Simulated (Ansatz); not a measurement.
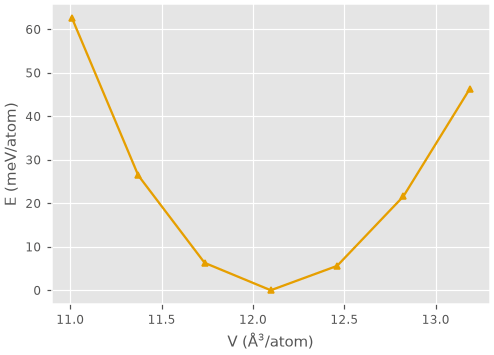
Fig. 1. ScC (rock salt, Fm-3m) under volume change, DFT-LDA in the program Ansatz with PAW potentials, scaled uniformly.

### Question
What does a third-order Birch–Murnaghan fit give for V₀, B₀ and B′?

### Answer
V₀ = 12.10 Å³/atom, B₀ = 175 GPa, B′ = 3.9.

The first step of the workflow began from a Materials Project structure, measured or hypothetical; the Crystallography Open Database copy checked does not list it. Its standing as an ambient phase is unchecked. The cell was relaxed with LDA under the symmetry of its start; of distortions, only those at the zone centre were tested. The run is not spin-polarised.

Potentials: the later of the program's two PAW sets.
